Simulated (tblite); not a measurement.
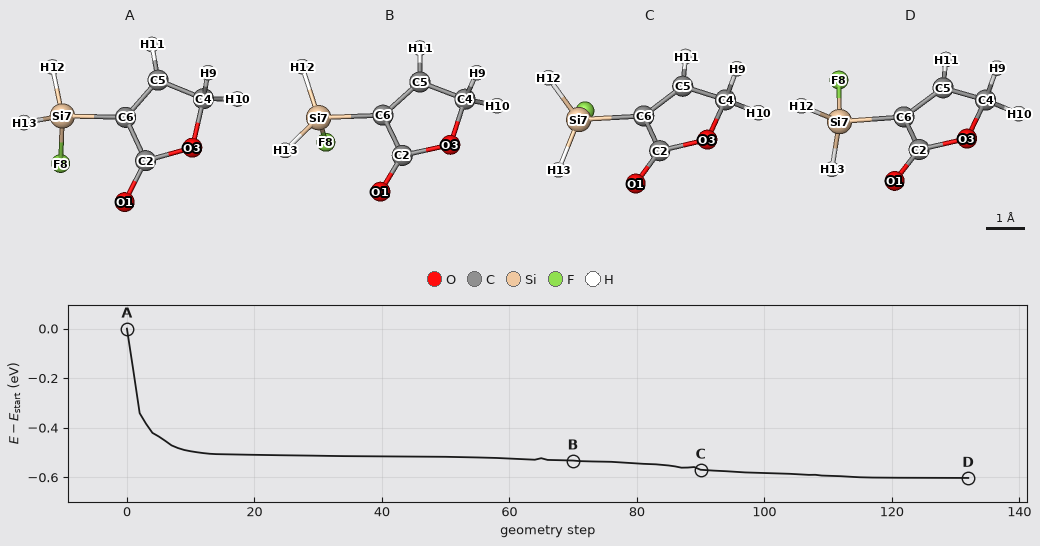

Frames of a relaxation of C₄H₅FO₂Si, marked on the history of the run. Style: ball-and-stick. Shown at a tilt.

Level of theory: tblite, GFN2-xTB geometry optimisation, gas phase. 

Question: Describe the path.

Answer: H13 moves most after the best rigid fit: 2.27 Å. Largest moves by element: H 2.27 Å, F 2.23 Å, O 0.95 Å, C 0.53 Å, Si 0.17 Å. Among the contacts that change: Si7–F8 1.689 → 1.615 Å, O1–C2 1.261 → 1.200 Å, Si7–H13 1.496 → 1.453 Å, C4–H9 1.126 → 1.096 Å. Bond angles that change, for instance: H12–Si7–H13 106.5° → 117.1°, C5–C4–H9 104.8° → 112.5°, F8–Si7–H12 112.7° → 105.5°. Groups turn about C6–Si7 by about 120°. After 132 geometry steps the energy has fallen by 0.602 eV. From step 0 to 70: H13 moves most (0.81 Å), energy −0.532 eV. From step 70 to 90: F and H atoms move most (0.83 Å), energy −0.037 eV. From step 90 to 132: F and H atoms move most (0.72 Å), energy −0.033 eV.
